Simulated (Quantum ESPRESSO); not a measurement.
**What a tighter setting buys: K_POINTS, CdS (P6_3mc, 12 atoms in the cell)**

Cell: a = 4.1086 Å, b = 4.1086 Å, c = 20.1607 Å, α = 90.00°, β = 90.00°, γ = 120.00°.

Method of the run: PBE, GBRV 1.5 ultrasoft (PBE) pseudopotentials (plane waves; Quantum ESPRESSO).

Base settings: ecutwfc = 40 Ry; ecutrho = 200 Ry; occupations = smearing; smearing = gaussian; degauss = 0.0147 Ry; potentials = {Cd: cd_pbe_v1.uspp.F.UPF, S: s_pbe_v1.4.uspp.F.UPF}; K_POINTS = automatic 4 4 1 0 0 0; conv_thr = 1e-10 Ry; mixing_beta = 0.7.

Misses are taken against the tightest run, automatic 15 15 3 0 0 0, which need not be fully converged itself. The energy is the free energy per atom.

The count of work is k-points × plane waves × bands × iterations; it is no time, and leaves out set-up, grids and terms that scale otherwise. Core times come from one kind of shared machine and are given to one figure; runs under 30 s give none.

The starting cell was generated: these elements placed on a structure prototype, without a prior relaxation; it need not be a known phase or ordering of this composition. Its lattice was rescaled by a random factor within 2.5 % of one. In the base run, with a pressure of about 4 GPa the cell is away from its equilibrium volume at this level.

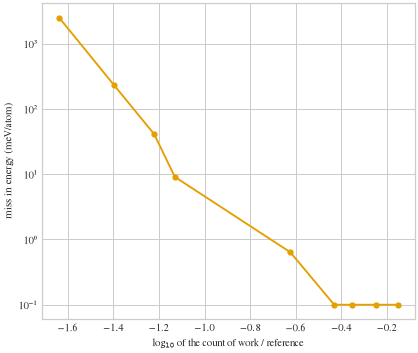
Fig. 1. Miss against the count of work; the reference run is not drawn, and misses under 0.1 meV/atom are drawn there.

```tsv
K_POINTS	energy less reference (meV/atom)	pressure less reference (GPa)	largest difference in the force on any atom (eV/Å)	count of work / reference	core time / reference (rough)
automatic 1 1 1 0 0 0	2514.20	19.80	2.692	0.023	0.08
automatic 2 2 1 0 0 0	230.34	1.72	0.282	0.040	0.09
automatic 3 3 1 0 0 0	40.98	0.38	0.052	0.060	0.1
automatic 4 4 1 0 0 0	9.08	0.09	0.014	0.074	0.1
automatic 6 6 2 0 0 0	0.64	0.00	0.001	0.24	0.3
automatic 8 8 2 0 0 0	0.07	0.00	0.000	0.37	0.4
automatic 9 9 2 0 0 0	0.04	0.00	0.000	0.44	0.5
automatic 10 10 2 0 0 0	0.01	0.00	0.000	0.56	0.6
automatic 12 12 3 0 0 0	0.00	0.00	0.000	0.70	0.7
automatic 15 15 3 0 0 0	0.00	0.00	0.000	1.0	1
```

Coarsest setting among those run that, with all tighter ones, holds the energy within 10 meV/atom of the reference: automatic 4 4 1 0 0 0, off by 9.1 meV/atom; it needs 0.074 of the reference's count of work and about 0.1 of the reference's time.

Coarsest setting among those run that, with all tighter ones, holds the energy within 2 meV/atom of the reference: automatic 6 6 2 0 0 0, off by 0.64 meV/atom; it needs 0.24 of the reference's count of work and about 0.3 of the reference's time.

Smallest miss in the energy for at most 0.05 times the reference's count of work: automatic 2 2 1 0 0 0, with a miss of 230 meV/atom at a count of 0.040.

The step from automatic 2 2 1 0 0 0 to automatic 6 6 2 0 0 0: it takes the miss in the energy from 230 to 0.64 meV/atom, for 5.9 times the count of work and roughly 3 times the time.
